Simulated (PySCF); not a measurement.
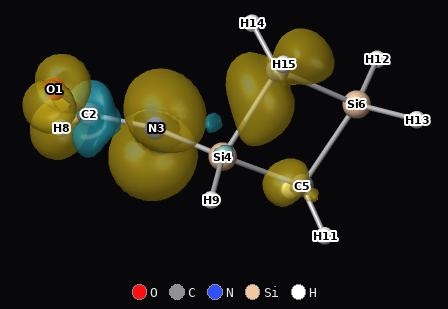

*C3H8NOSi2 (SMILES O=C[N][SiH]1C[SiH2]C1) (doublet). Isosurfaces of the spin density (α minus β) at +0.02 (yellow) and −0.02 e/Å³ (cyan), seen at a tilt.*

Geometry: GFN2-xTB.

The calculation used UKS B3LYP, pcH-1 on C H N O Si, non-relativistic, mean-field spin-orbit, GIAO in PySCF.

```xyz
15

O     3.5850   -0.9131   -0.4737
C     2.8678   -0.1450   -1.0696
N     1.6127    0.1965   -0.9604
Si    0.5154    0.4212    0.2867
C    -1.0636    1.3363   -0.2905
Si   -2.1465   -0.2372   -0.2197
C    -0.5894   -1.2242    0.2699
H     3.2904    0.4035   -1.9600
H     0.9434    0.7898    1.6373
H    -0.9699    1.7573   -1.2860
H    -1.3748    2.1363    0.3730
H    -2.7342   -0.6585   -1.4893
H    -3.1406   -0.2242    0.8548
H    -0.2268   -1.9460   -0.4509
H    -0.5733   -1.6848    1.2507
```

> Describe the spin distribution.

The unpaired spin (1 electron) lies mostly on N3 (about 0.5), C7 (about 0.1), O1 (about 0.1) and Si4 (about 0.1), in electrons by Hirshfeld's partition.
